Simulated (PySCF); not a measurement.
Input

```
mol = gto.M(atom='''
Pb     0.00000     0.00000     0.12022
O      2.00309     0.33897     0.12031
H      2.49951    -0.50157     0.12054
O     -1.29510     1.56524     0.12031
H     -0.81539     2.41543     0.12054
O     -0.70799    -1.90421     0.12031
H     -1.68413    -1.91386     0.12054''',
    basis={'Pb': 'def2-SVP', 'O': 'def2-SVP', 'H': 'def2-SVP'},
    ecp={'Pb': 'def2-SVP'},
    charge=1, spin=0)
mf = dft.RKS(mol, xc='PBE0')
mf.grids.atom_grid = (75, 302)  # f atoms: at least (60, 302), unpruned
mf = mf.density_fit()  # Pb def2-universal-JKFIT, O def2-universal-JKFIT, H def2-universal-JKFIT
mf.conv_tol = 1e-09; mf.max_cycle = 55
mf.kernel(dm0)
```

Launched as:

```sh
OMP_NUM_THREADS=2 python run.py
```

Core potentials replace the inner electrons of Pb.

Method: PySCF, RKS PBE0, Pb def2-SVP with ECP60, O def2-SVP, H def2-SVP; non-relativistic Hamiltonian with scalar-relativistic core potentials where named; density fitting.

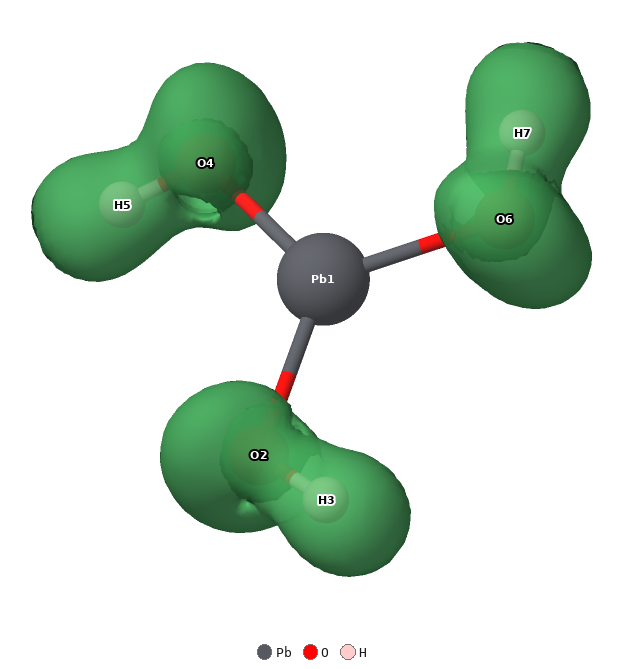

H₃O₃Pb (charge +1). Isosurface of the ELF at 0.75 (green), seen at a tilt. Only the valence region is drawn (cores and ρ < 0.01 e/Å³ removed).

Where are the electrons localised?

At this value the surface marks out three joined regions spread over several atoms (H, O), in which their bonds and any lone pairs are merged. Along the contacts the grid gives the following. Pb–O (2.03 Å): the ELF peaks at about 0.80 in the valence shell of O, 0.6 Å from its nucleus, and drops to about 0.20 between the two atoms. O–H (0.98 Å): the ELF climbs to about 1 towards the hydrogen, as it does in any bond to H; an ordinary covalent bond to hydrogen.
